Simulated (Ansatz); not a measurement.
**Cl2H2O2Zr···H (doublet): density, localisation and related maps**

```xyz
8

Zr   -0.0683    0.0005    0.0776
Cl    0.1588    0.4810    2.5006
Cl    2.0531   -0.0383   -0.9489
O    -1.1195    1.3405   -0.7370
H    -1.7122    1.9498   -1.1806
O    -0.8876   -1.6853   -0.1522
H    -1.3407   -2.5029   -0.3641
H    -0.0197   -0.2417    4.9681
```

Core potentials replace the inner electrons of Zr; not at a stationary point (largest force 1.4 eV/Å).

The calculation used Ansatz, UKS PBE0-D4/def2-SVP.

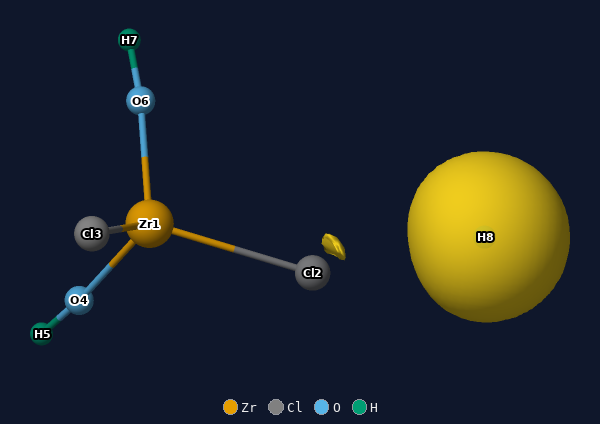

Figure 1. Isosurface of the spin density (α minus β) at +0.02 e/Å³ (yellow), seen at a tilt.

Question: Which atoms carry the spin?

Answer: The unpaired spin (1 electron) lies mostly on H8 (about 0.9), in electrons by Hirshfeld's partition.

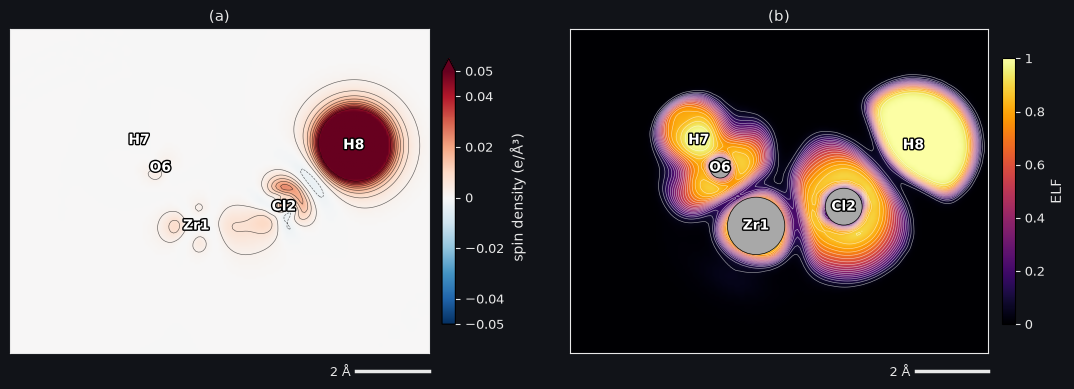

Figure 2. (a) spin density (α minus β); (b) ELF on the plane of atoms Cl2, Zr1 and O6. Grey discs cover the atomic cores in the ELF map.

Question: What does the map show?

Answer: Atoms in the plane: Zr, Cl, O and H.
Cl2···H8 (2.58 Å): the ELF dips to about 0.10 between them.
Zr–O (1.89 Å): the ELF peaks at about 0.80 in the valence shell of O, 0.5 Å from its nucleus, and drops to about 0.20 between the two atoms.
O–H (0.96 Å): the ELF climbs to about 1 towards the hydrogen, as it does in any bond to H: an ordinary covalent bond to hydrogen.
Zr–Cl (2.48 Å): the ELF peaks at about 0.85 in the valence shell of Cl, 0.9 Å from its nucleus, and is about 0.30 at the midpoint.

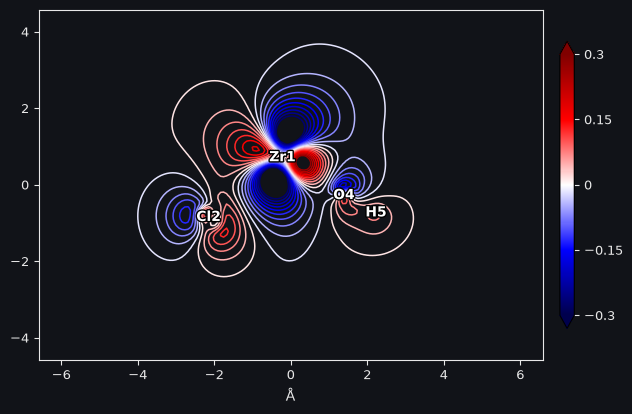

Figure 3. The LUMO (α) on the plane of atoms Cl2, Zr1 and O4 (values in Å⁻³ᐟ²; the overall sign is arbitrary).

Question: What is the character of this orbital?

Answer: Its weight (Hirshfeld) is mainly on Zr1 (about 70 %), Cl3 (about 10 %) and Cl2 (about 10 %). Its energy is −1.27 eV.

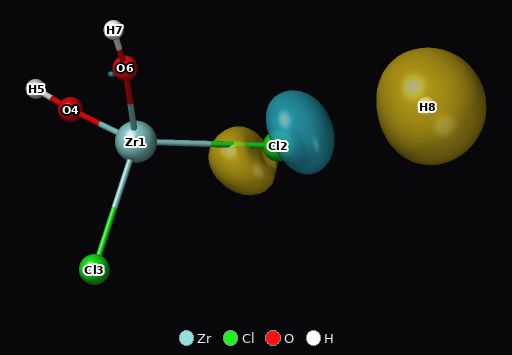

Figure 4. The HOMO (α) at ±0.2 Å⁻³ᐟ² (yellow and cyan are the two phases), seen from one side.

Question: Describe this orbital and give its energy.

Answer: By Hirshfeld shares it lies mainly on H8 (about 70 %) and Cl2 (about 25 %). Its energy is −7.77 eV.
